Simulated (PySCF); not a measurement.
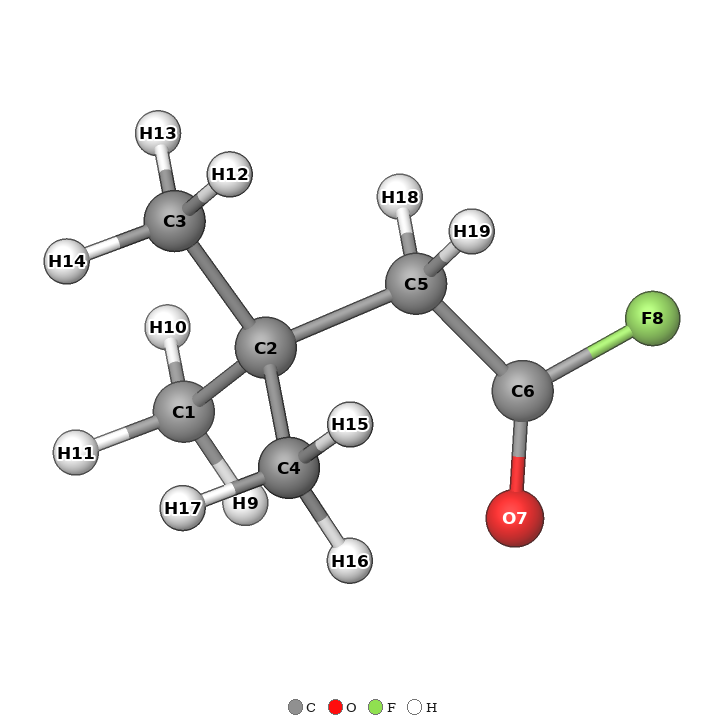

The geometry was computed by an optimisation with GFN2-xTB. No frequency run is at hand to confirm it as a minimum. Electric field gradients from the ground-state density, PBE0/pcSseg-1 (PySCF 2.14.0), non-relativistic apart from any core potentials.

Give the largest field-gradient component, the quadrupole coupling constant and the asymmetry for 17O at O7 (Q = −25.6 mb), 2H at H9 (Q = 2.86 mb), 2H at H10 (Q = 2.86 mb), 2H at H11 (Q = 2.86 mb), 2H at H12 (Q = 2.86 mb).

```csv
atom,V_zz (a.u.),e²qQ/h (MHz),η
O7,−1.568,9.43,0.42
H9,0.311,0.209,0.01
H10,0.315,0.212,0.02
H11,0.317,0.213,0.02
H12,0.315,0.212,0.02
```
